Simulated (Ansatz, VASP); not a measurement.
## Cross-check of Pb (Lead) between VASP and Ansatz

One calculation is typed for both programs; each brings its own data sets. How far apart do they land? Valence electrons are named where the data sets of a main pair hold unlike numbers.

Calculated with Ansatz 0.2.0; plane waves, with VASP 6.6.1 beside it; band structure at LDA, band structure at LDA, spin-orbit coupling and single point at LDA, spin-orbit coupling.

### Step 1. The starting structure

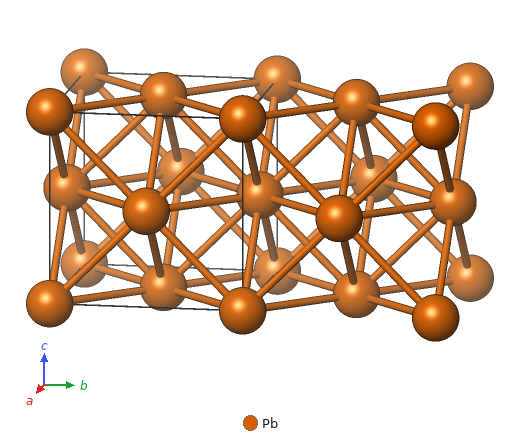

The starting structure, seen slightly off an axis (lead orange). 1×2×1 cells are drawn. This picture shows the conventional cell, with its axes. Some periodic images of atoms are drawn too.

### Step 2. VASP: band structure, LDA

A single point gives forces, pressure and levels at one fixed geometry, so differences don't come from the geometry; what else differs is listed under the comparison.

Lines of VASP's logs that name or quote its potential files are left out, and so is its time.

Input file INCAR:

```
SYSTEM = Pb
PREC = Accurate
ENCUT = 400
EDIFF = 1E-06
NELM = 100
ISMEAR = -1
SIGMA = 0.05
LREAL = .FALSE.
ALGO = Normal
GGA = CA
NBANDS = 18
LORBIT = 11
LWAVE = .FALSE.
LCHARG = .FALSE.
KPAR = 2
```

Input file POSCAR:

```
Pb
1.0
    0.0000000000      2.4750200000      2.4750200000
    2.4750200000      0.0000000000      2.4750200000
    2.4750200000      2.4750200000      0.0000000000
Pb
1
Direct
    0.0000000000      0.0000000000      0.0000000000
```

Input file KPOINTS:

```
Automatic mesh
0
Gamma
12 12 12
0 0 0
```

Input file KPOINTS_OPT:

```
Line mode
16
Line-mode
Reciprocal
  0.00000000   0.00000000   0.00000000 GAMMA
  0.50000000   0.00000000   0.50000000 X

  0.50000000   0.00000000   0.50000000 X
  0.50000000   0.25000000   0.75000000 W

  0.50000000   0.25000000   0.75000000 W
  0.37500000   0.37500000   0.75000000 K

  0.37500000   0.37500000   0.75000000 K
  0.00000000   0.00000000   0.00000000 GAMMA

  0.00000000   0.00000000   0.00000000 GAMMA
  0.50000000   0.50000000   0.50000000 L

  0.50000000   0.50000000   0.50000000 L
  0.62500000   0.25000000   0.62500000 U

  0.62500000   0.25000000   0.62500000 U
  0.50000000   0.25000000   0.75000000 W

  0.50000000   0.25000000   0.75000000 W
  0.50000000   0.50000000   0.50000000 L

  0.50000000   0.50000000   0.50000000 L
  0.37500000   0.37500000   0.75000000 K

  0.62500000   0.25000000   0.62500000 U
  0.50000000   0.00000000   0.50000000 X
```

Potentials, in the order of the species: Pb_d (LDA family, release 64).

On the command line:

```
$ mpirun -np 2 vasp_std
```

Numbers of over 12 decimals in the logs are rounded to 6 here.

What it wrote:

```text
[banner, memory and clock lines left out]
running    2 mpi-ranks, on    1 nodes
 distrk:  each k-point on    1 cores,    2 groups
 distr:  one band on    1 cores,    1 groups

 POSCAR found type information on POSCAR Pb
 POSCAR found :  1 types and       1 ions
 LDA part: xc-table for (Slater(with rela. corr.)+CA(PZ))
 , standard interpolation
 POSCAR, INCAR and KPOINTS ok, starting setup
 FFT: planning ... GRIDC
 FFT: planning ... GRID_SOFT
 FFT: planning ... GRID
 WAVECAR not read
 entering main loop
       N       E                     dE             d eps       ncg     rms          rms(c)
DAV:   1     0.107695993047E+03    0.10770E+03   -0.56612E+03  2704   0.758E+02
DAV:   2     0.181343445421E+01   -0.10588E+03   -0.99696E+02  2752   0.235E+02
DAV:   3    -0.412660215073E+01   -0.59400E+01   -0.59075E+01  3254   0.587E+01
DAV:   4    -0.424703832161E+01   -0.12044E+00   -0.12037E+00  3216   0.822E+00
DAV:   5    -0.425109618481E+01   -0.40579E-02   -0.40575E-02  3460   0.151E+00    0.542E-01
DAV:   6    -0.423955939788E+01    0.11537E-01   -0.10999E-02  3328   0.154E+00    0.259E-01
DAV:   7    -0.423654679879E+01    0.30126E-02   -0.43683E-03  3484   0.866E-01    0.820E-02
DAV:   8    -0.423630933629E+01    0.23746E-03   -0.33204E-04  3740   0.226E-01    0.836E-03
DAV:   9    -0.423630927347E+01    0.62827E-07   -0.61015E-06  3582   0.314E-02
   1 F= -.42363093E+01 E0= -.42317488E+01  d E =-.912097E-02
 Start KPOINTS_OPT (optional k-point list driver)
k-point batch [1-72\160]
       N       E                     dE             ncg
DAV:   1     0.185508851410E+04   -0.23606E+05     2708
DAV:   2    -0.582279760900E+04   -0.76779E+04     2734
DAV:   3    -0.627899711926E+04   -0.45620E+03     3256
DAV:   4    -0.628852446405E+04   -0.95273E+01     3404
DAV:   5    -0.628886542182E+04   -0.34096E+00     3536
DAV:   6    -0.628887733089E+04   -0.11909E-01     3608
DAV:   7    -0.628887759002E+04   -0.25912E-03     3652
DAV:   8    -0.628887759273E+04   -0.27126E-05     2678
DAV:   9    -0.628887759295E+04   -0.22455E-06     2340
[...]
k-point batch [145-160\160]
       N       E                     dE             ncg
DAV:   1     0.288247400484E+05   -0.77201E+04      586
DAV:   2     0.271445103071E+05   -0.16802E+04      632
DAV:   3     0.270486967102E+05   -0.95814E+02      798
DAV:   4     0.270469282349E+05   -0.17685E+01      776
DAV:   5     0.270468640430E+05   -0.64192E-01      896
DAV:   6     0.270468617621E+05   -0.22808E-02      840
DAV:   7     0.270468617518E+05   -0.10281E-04      872
DAV:   8     0.270468617517E+05   -0.11599E-06      686
```

Parts of OUTCAR (step 2):

```text
ion  position               nearest neighbor table
   1  0.000  0.000  0.000-

  LATTYP: Found a face centered cubic cell.
 ALAT       =     4.9500400000

 Subroutine GETGRP returns: Found 48 space group operations
 (whereof 48 operations were pure point group operations)

The static configuration has the point symmetry O_h .

 Found     72 irreducible k-points:

   k-points           NKPTS =     72   k-points in BZ     NKDIM =     72   number of bands    NBANDS=     18

   dimension x,y,z NGX =    24 NGY =   24 NGZ =   24
   dimension x,y,z NGXF=    48 NGYF=   48 NGZF=   48

   ENCUT  =  400.0 eV  29.40 Ry    5.42 a.u.   5.71  5.71  5.71*2*pi/ulx,y,z

   NELECT =      14.0000    total number of electrons

 k-points in reciprocal lattice and weights: Automatic mesh
   0.00000000  0.00000000  0.00000000       0.001
   0.08333333  0.00000000  0.00000000       0.005
   0.16666667  0.00000000  0.00000000       0.005
   0.25000000  0.00000000  0.00000000       0.005
   0.33333333  0.00000000  0.00000000       0.005
   0.41666667  0.00000000  0.00000000       0.005
   0.50000000  0.00000000  0.00000000       0.002
   0.08333333  0.08333333  0.00000000       0.003
   0.16666667  0.08333333  0.00000000       0.014
[...]
-0.33333333  0.50000000  0.16666667       0.007
  -0.25000000  0.50000000  0.25000000       0.003

 average (electrostatic) potential at core
       1 -90.3853

 E-fermi :   7.0429

 k-point     1 :       0.0000    0.0000    0.0000
  band No.  band energies     occupation
    ...
      2      -9.9952      2.00000
      3      -9.9952      2.00000
      4      -9.8525      2.00000
      5      -9.8525      2.00000
      6      -4.7561      2.00000
      7      14.3569      0.00000
      8      14.3569      0.00000
      9      14.3569      0.00000
     10      16.8365      0.00000
     11      18.4763      0.00000
    ...

 k-point     2 :       0.0833    0.0000    0.0000
  band No.  band energies     occupation
    ...
      2      -9.9852      2.00000
      3      -9.9852      2.00000
      4      -9.8531      2.00000
      5      -9.8531      2.00000
      6      -4.6225      2.00000
      7      12.8583      0.00000
      8      14.1934      0.00000
      9      14.1934      0.00000
     10      16.5564      0.00000
     11      19.1032      0.00000
    ...

 k-point     3 :       0.1667    0.0000    0.0000
  band No.  band energies     occupation
    ...
      2      -9.9653      2.00000
      3      -9.9653      2.00000
      4      -9.8469      2.00000
      5      -9.8469      2.00000
      6      -4.2216      2.00000
      7      10.2941      0.00000
      8      13.7960      0.00000
      9      13.7960      0.00000
     10      16.2501      0.00000
     11      19.6576      0.00000
    ...

  Total       -0.3179620     -0.3179620     -0.3179620     -0.0000000     -0.0000000     -0.0000000
  in kB      -16.8004002    -16.8004002    -16.8004002     -0.0000000     -0.0000000     -0.0000000
  external PRESSURE =     -16.8004002 kB  Pullay stress =       0.0000000 kB

  energy-cutoff  :      400.00
  volume of cell :       30.32
      direct lattice vectors                 reciprocal lattice vectors
     0.000000000  2.475020000  2.475020000    -0.202018570  0.202018570  0.202018570
     2.475020000  0.000000000  2.475020000     0.202018570 -0.202018570  0.202018570
     2.475020000  2.475020000  0.000000000     0.202018570  0.202018570 -0.202018570

 POSITION                                       TOTAL-FORCE (eV/Angst)
 -----------------------------------------------------------------------------------
      0.00000      0.00000      0.00000         0.000000     -0.000000      0.000000
 -----------------------------------------------------------------------------------
    total drift:                               -0.000000     -0.000000     -0.000000

  FREE ENERGIE OF THE ION-ELECTRON SYSTEM (eV)
  ---------------------------------------------------
  free  energy   TOTEN  =        -4.2363092735 eV

  energy  without entropy=       -4.2271883059  energy(sigma->0) =       -4.23174879

 total charge
# of ion       s       p       d       tot
------------------------------------------
    1        1.405   0.753   9.805  11.963

[... 3 further parts left out ...]
```

Spin-orbit coupling is off here; with elements this heavy it splits and shifts levels by tenths of an eV or more.

### Step 3. Ansatz: band structure, LDA

Ansatz runs on its default PAW (the set named soft_2) files.

The same cell, functional (in two slightly different forms), mesh and smearing now go to Ansatz, which takes its cutoff from its data sets.

Input file input.yaml:

```yaml
crystal:
  lattice:
    - [0.0, 2.47502, 2.47502]
    - [2.47502, 0.0, 2.47502]
    - [2.47502, 2.47502, 0.0]
  atoms:
    - { symbol: Pb, position: [0.0, 0.0, 0.0] }
hamiltonian:
  xc: lda
  pseudopotentials: { kind: paw }
kpoints:
  mp_grid: { grid: [12, 12, 12] }
  band_path:
    path:
      - [0.0, 0.0, 0.0]
      - [0.16667, 0.0, 0.16667]
      - [0.33333, 0.0, 0.33333]
      - [0.5, 0.0, 0.5]
      - [0.5, 0.08333, 0.58333]
      - [0.5, 0.18333, 0.68333]
      - [0.5, 0.25, 0.75]
      - [0.45, 0.3, 0.75]
      - [0.40833, 0.34167, 0.75]
      - [0.35, 0.35, 0.7]
      - [0.225, 0.225, 0.45]
      - [0.075, 0.075, 0.15]
      - [0.03333, 0.03333, 0.03333]
      - [0.23333, 0.23333, 0.23333]
      - [0.4, 0.4, 0.4]
      - [0.51667, 0.46667, 0.51667]
      - [0.55833, 0.38333, 0.55833]
      - [0.60833, 0.28333, 0.60833]
      - [0.60833, 0.25, 0.64167]
      - [0.55833, 0.25, 0.69167]
      - [0.51667, 0.25, 0.73333]
      - [0.5, 0.3, 0.7]
      - [0.5, 0.38333, 0.61667]
      - [0.5, 0.48333, 0.51667]
      - [0.475, 0.475, 0.55]
      - [0.425, 0.425, 0.65]
      - [0.38333, 0.38333, 0.73333]
      - [0.59167, 0.18333, 0.59167]
      - [0.55, 0.1, 0.55]
      - [0.5, 0.0, 0.5]
    npoints: 1
scf:
  occupations: { method: fermi_dirac, width: 0.05 }
  n_extra_bands: 6
output:
  forces: true
  stress: true
  eigenvalues: true
  write_density: true
  write_potential: true
  elf: true
  volumetric_format: npy
```

On the command line:

```
$ ansatz run input.yaml --threads 2 --pin off --max-ram 4608MiB --backend cpu --events-out ev --progress --plain --runs-dir out
```

What it wrote:

```text
scf.n_extra_bands = 6 over 7 filled bands (N_el = 14.0): the run solves 13 bands
Engine: ansatz 0.2.0, aarch64-unknown-linux-gnu
Pseudopotentials: kind: paw
Pseudopotential: Pb, paw, valence charge 14, recommended cutoff 420 eV (normal), Pb.paw.azcp
Functional definition: SPW92
  exchange = slater_x
  correlation = pw_c
Crystal: 1 atoms, lattice volume = 30.323 Å³
Basis set: ecut = 420 eV, 609 PW (Γ)
Bands: 13, of which v1, the nominal top of the filled ones, is band 7 counted from 1 (6 counted from 0)
Symmetry: 48 space group operations
Space group: Fm-3m (ITA 225), of the structure as read, at distance tolerance 3.1e-5 Å
k-points: 72 of 1728
Non-local potential: Pb, projectors of the file, l = 0: 2, l = 1: 2, l = 2: 2, l = 3: 2
PAW form: soft (Blöchl's): semilocal exchange-correlation on the pseudo side does not see the compensation charge
PAW frozen core: Pb, regenerated for the run's functional, and the local potential with it (the file was generated under x = pbe(κ = 0.804, μ = 0.219515), c = pbe(β = 0.066725))
PAW one-centre angular grid: Pb, 590 points (default); XC on 64 Gauss nodes
Initial density: superposition of atomic densities (neutral atoms: chi_scale 0, normalization atom), corrected by the library's trained network
Initial wavefunctions: pseudopotential atomic-orbital guess
Functional: x = slater, c = lda
SCF iter   1: F=—  HF=-11602.338562 eV  |F-HF|=—  |Δ(HF+E_count)|=         —  Δρ=5.04e-3  dr2=4.05e-3  ethr=1.77e-3  ⟨swp⟩=6.1  Hψ=6049  notcnv=0  defer=7
preconditioner: auto → none  [metal: Δε(μ)=0.088 eV  Ē_g=22.522 eV  σ=0.050 eV  W_gap=0.39  n_scr=8 (ndim 8)  ℏωp=25.2 eV  f_vac=0.000  D(μ)=1.15/eV (n_scr^D=14)  sad-step TF]
SCF iter   2: F=—  HF=-11602.337388 eV  |F-HF|=—  |Δ(HF+E_count)|=   1.17e-3  Δρ=2.81e-3  dr2=1.32e-3  ethr=2.89e-5  ⟨swp⟩=1.5  Hψ=1554  notcnv=0  defer=33
SCF iter   3: F=—  HF=-11602.337009 eV  |F-HF|=—  |Δ(HF+E_count)|=   3.79e-4  Δρ=6.52e-4  dr2=1.27e-4  ethr=9.40e-6  ⟨swp⟩=2.0  Hψ=1258  notcnv=0  defer=33
SCF iter   4: F=—  HF=-11602.336954 eV  |F-HF|=—  |Δ(HF+E_count)|=   5.53e-5  Δρ=6.63e-5  dr2=1.09e-6  ethr=9.09e-7  ⟨swp⟩=2.1  Hψ=1277  notcnv=0  defer=33
SCF iter   5: F=—  HF=-11602.336953 eV  |F-HF|=—  |Δ(HF+E_count)|=   1.45e-6  Δρ=2.01e-5  dr2=1.33e-7  ethr=7.80e-9  ⟨swp⟩=2.0  Hψ=1324  notcnv=0  defer=33
SCF iter   6: F=-11602.336952 eV  HF=-11602.336952 eV  |F-HF|=1.78e-8  |Δ(HF+E_count)|=   4.75e-8  Δρ=6.93e-6  dr2=1.61e-8  ethr=7.14e-10  ⟨swp⟩=11.3  Hψ=5755  notcnv=0
SCF 1 converged in 6 iterations: F = -11602.336952 eV  dr2 = 1.61e-8
  greatest PAW one-centre occupation: 0.979 electrons in one spin orbital (limit 2), on the Pb atom at site 0 (counted from 0), in its partial waves of l = 2
NSCF: frozen V_eff on 30 k-points
SCF converged after 6 iterations
Free energy (F): -11602.336952 eV
Harris-Foulkes:  -11602.336952 eV  (|F-HF|=1.78e-8)
Internal energy: -11602.328002 eV  (E = F + TS)
E sigma→0 (E₀):  -11602.332477 eV
Entropy (-TS):   -0.008951 eV (-8.951 meV/atom)
Fermi energy:    10.627831 eV
--- Per-component energies (eV) ---
  E_band       = -40.892192
  E_kinetic    = 289.650876
  E_local      = -1019.429450  (includes V_loc(G=0)·N_el)
  E_nonlocal   = 353.586927
  E_hartree    = 402.687254
  E_xc         = -219.386498
  E_vxc        = -133.830843  (∫ρ·V_xc dr)
  E_paw        = -10102.299692  (= ΣΔE_a)
  E_vpaw       = -336.249318  (= ΣTr[D̂ρ^β])
  E_aug_tail   = 0.000048  (compensation charges beyond the density's cutoff)
  E_ewald      = -1307.059754
  E_core_change = -0.077714  (= ΣΔE_core)
  E_smearing   = -0.008951  (= −TS)
  E_closure    = 0.000000  (closes the sum)
  Σ components = -11602.336952   (vs F -11602.336952, Δ=0.00e0)
--- Forces (eV/Å), atoms counted from 1 ---
  atom   1  Pb    -0.00000000     0.00000000     0.00000000
  max |Σ_I F_I| component: 2.30e-30 eV/Å
--- Stress (GPa, compression-positive) ---
       -1.735676      -0.000000       0.000000
        0.000000      -1.735676       0.000000
        0.000000      -0.000000      -1.735676
  P = ⅓ Tr σ = -1.7357 GPa (-17.357 kbar)
--- Band table (eV; the first three rows and the last of 72) ---
  k-point 0: bands = [... 3 lower, -6.2272, -6.2272, -1.1931, 17.9304, 17.9304, 17.9304, 20.4406, 21.9971, ... 2 higher]
  k-point 1: bands = [... 3 lower, -6.2278, -6.2278, -1.0598, 16.4296, 17.7676, 17.7676, 20.1583, 22.6442, ... 2 higher]
  k-point 2: bands = [... 3 lower, -6.2215, -6.2215, -0.6597, 13.8668, 17.3715, 17.3715, 19.8444, 23.2459, ... 2 higher]
  k-point 71: bands = [... 3 lower, -6.1797, -6.0566, 3.8948, 9.2244, 9.2244, 10.8819, 21.4666, 22.8015, ... 2 higher]
```

It took 2.2 s on 2 threads of Arm Neoverse N1, shared host; peak memory 0.28 GiB.

Reading the cycles: dr2 is the Hartree energy of the density residual (eV), the measure of convergence; HF is the Harris–Foulkes estimate of the energy, which meets the free energy F at convergence.

### Step 4. Differences

Known differences besides the potentials themselves: the two LDA forms differ slightly; the cutoff is 420 eV in Ansatz and 400 eV in VASP; VASP's log shows a relativistic correction to its local exchange, Ansatz's none. Total energies have different zeros and are not compared.

The two programs side by side:

```tsv
quantity	Ansatz	VASP	difference
pressure (GPa)	-1.74	-1.68	-0.06
```

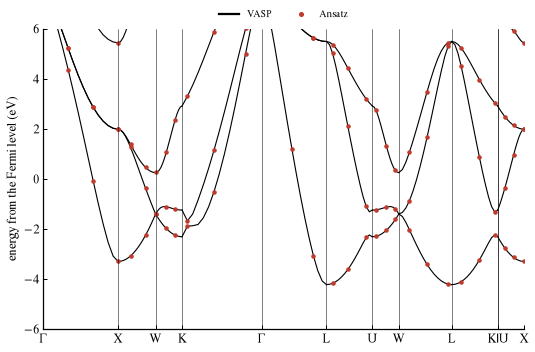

Bands from VASP (lines) and levels from Ansatz (dots). Dots without a line are higher empty bands that the VASP plot leaves out.

Levels from 3 eV below to 2 eV above the Fermi level differ by 7 meV r.m.s. and 21 meV at most; each VASP level is matched to the nearest of Ansatz, which flatters the figure a little. Ansatz's pressure holds a Pulay correction of 0.02 GPa; VASP's holds none.

### Step 5. VASP: band structure, LDA, spin-orbit coupling

With cell and atoms fixed, the geometry can't cause a difference; cores, projectors, grids and the points listed under the comparison can.

Changes to INCAR since step 2:

```diff
@@ -10,3 +10,8 @@
 GGA = CA
-NBANDS = 18
+LNONCOLLINEAR = .TRUE.
+MAGMOM = 0 0 0
+NBANDS = 26
+GGA_COMPAT = .FALSE.
+LASPH = .TRUE.
+LSORBIT = .TRUE.
 LORBIT = 11
```

POSCAR is that of step 2.

KPOINTS is that of step 2.

KPOINTS_OPT is that of step 2.

On the command line:

```
$ mpirun -np 2 vasp_ncl
```

What it wrote:

```text
[... set-up lines as in an earlier step ...]
 entering main loop
       N       E                     dE             d eps       ncg     rms          rms(c)
DAV:   1     0.140833133526E+03    0.14083E+03   -0.56630E+03  3794   0.108E+03
DAV:   2     0.604251243192E+01   -0.13479E+03   -0.12924E+03  3810   0.322E+02
DAV:   3    -0.444609688506E+01   -0.10489E+02   -0.10387E+02  4602   0.114E+02
DAV:   4    -0.478742145063E+01   -0.34132E+00   -0.34105E+00  4740   0.219E+01
[...]
DAV:   8    -0.479515457846E+01    0.15942E-03   -0.13029E-04  4668   0.129E-01    0.313E-02
DAV:   9    -0.479505129664E+01    0.10328E-03   -0.50622E-05  4874   0.133E-01    0.321E-03
DAV:  10    -0.479505109952E+01    0.19712E-06   -0.84132E-07  3814   0.135E-02
   1 F= -.47950511E+01 E0= -.47909265E+01  d E =-.824915E-02  mag=     0.0000     0.0000    -0.0000
 Start KPOINTS_OPT (optional k-point list driver)
k-point batch [1-72\160]
       N       E                     dE             ncg
DAV:   1     0.422159373734E+04   -0.19054E+05     3760
DAV:   2    -0.548705258697E+04   -0.97086E+04     3874
DAV:   3    -0.628938613445E+04   -0.80233E+03     4602
DAV:   4    -0.631619438727E+04   -0.26808E+02     4998
DAV:   5    -0.631744976962E+04   -0.12554E+01     5786
DAV:   6    -0.631746594806E+04   -0.16178E-01     5004
DAV:   7    -0.631746632870E+04   -0.38064E-03     5796
DAV:   8    -0.631746633273E+04   -0.40292E-05     3906
DAV:   9    -0.631746633312E+04   -0.38335E-06     3510
[...]
k-point batch [145-160\160]
       N       E                     dE             ncg
DAV:   1     0.271278977912E+05   -0.68306E+04      832
DAV:   2     0.249647165754E+05   -0.21632E+04      840
DAV:   3     0.248055369567E+05   -0.15918E+03     1032
DAV:   4     0.248004643883E+05   -0.50726E+01     1210
DAV:   5     0.248002680572E+05   -0.19633E+00     1296
DAV:   6     0.248002642750E+05   -0.37822E-02     1200
DAV:   7     0.248002642127E+05   -0.62270E-04     1294
DAV:   8     0.248002642120E+05   -0.69891E-06      846
```

OUTCAR, selected parts (step 5):

```text
  Total       -0.3258194     -0.3258194     -0.3258194      0.0000000      0.0000000      0.0000000
  in kB      -17.2155706    -17.2155706    -17.2155706      0.0000000      0.0000000      0.0000000
  external PRESSURE =     -17.2155706 kB  Pullay stress =       0.0000000 kB

 POSITION                                       TOTAL-FORCE (eV/Angst)
 -----------------------------------------------------------------------------------
      0.00000      0.00000      0.00000         0.000000     -0.000000      0.000000
 -----------------------------------------------------------------------------------
    total drift:                               -0.000000      0.000000     -0.000000

  FREE ENERGIE OF THE ION-ELECTRON SYSTEM (eV)
  ---------------------------------------------------
  free  energy   TOTEN  =        -4.7950510995 eV

  energy  without entropy=       -4.7868019484  energy(sigma->0) =       -4.79092652

 magnetization (x)
# of ion       s       p       d       tot
------------------------------------------
    1       -0.000   0.000   0.000  -0.000

 magnetization (y)
# of ion       s       p       d       tot
------------------------------------------
    1       -0.000   0.000  -0.000  -0.000

 magnetization (z)
# of ion       s       p       d       tot
------------------------------------------
    1        0.000   0.000   0.000   0.000

[... 1 part as in an earlier step ...]

[... 2 further parts left out ...]
[key lines of the parts left out:]
E-fermi :   6.9586
```

The run ends at a pressure of -1.72 GPa.

(Part 1 of 2 ends here.)

[Lines on the potential files, build, host, timing and source positions are cut from VASP's logs without a mark.]

[Logs are printed without paths, hosts, clocks, repeated set-up lines and the standing remarks that a program may print on its own settings, such as how far it seeks lower states.]

[Hosts, paths, dates, database ids (printed as entryN), source tags and the programs' standing remarks are cut or masked in the printed files.]
